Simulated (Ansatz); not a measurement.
Consider H4S3Sn (SMILES [SH][SnH]([SH])[SH]).

Input

```
crystal:
  periodic: [false, false, false]
  atoms:
    - {symbol: S, position_ang: [-0.111040, 1.526705, -1.635834]}
    - {symbol: Sn, position_ang: [-0.128784, 0.510952, 0.537664]}
    - {symbol: S, position_ang: [2.016667, -0.491708, 0.915830]}
    - {symbol: S, position_ang: [-1.800335, -1.209072, 0.559399]}
    - {symbol: H, position_ang: [-0.860165, 0.532789, -2.142696]}
    - {symbol: H, position_ang: [-0.463197, 1.668201, 1.740256]}
    - {symbol: H, position_ang: [2.312841, -0.432618, -0.393693]}
    - {symbol: H, position_ang: [-0.873686, -2.162348, 0.363075]}
basis:
  gaussian: {orbitals: def2-TZVPP}
hamiltonian: {xc: pbe0, dispersion: d4}
output: {orbitals: {seedname: orbitals}}
```

Command:

```sh
ansatz run in.yaml --threads 4 --pin off --events-out ev --progress --plain --max-ram 10444MiB
```

Geometry: PBE0-D4/def2-TZVP; core potentials replace the inner electrons of Sn.

These are results of Ansatz, RKS PBE0-D4/def2-TZVPP, not measurements.

What will maps of the electron density and electron localisation function show?

Answer. Sn–S (2.40 Å): the density is about 0.6 e/Å³ at the midpoint; the ELF peaks at about 0.85 in the valence shell of S, 0.9 Å from its nucleus, and drops to about 0.20 between the two atoms.

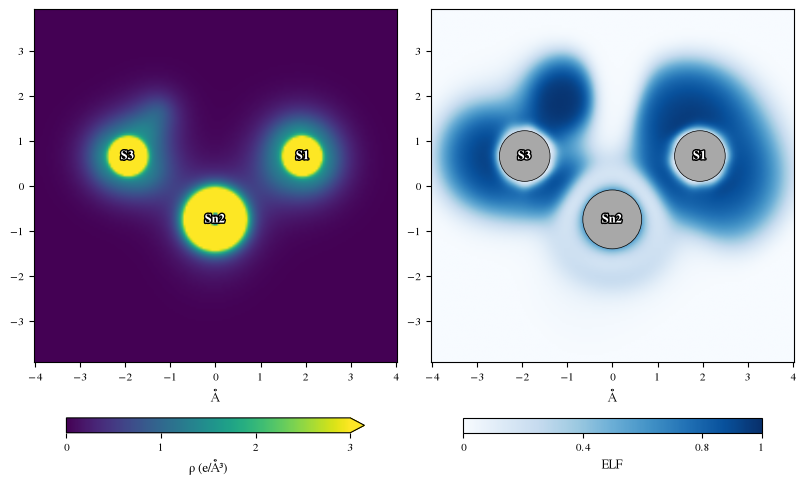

Computed electron density and electron localisation function on the plane of atoms S1, Sn2 and S3, in this order. Grey discs cover the atomic cores in the ELF map. 
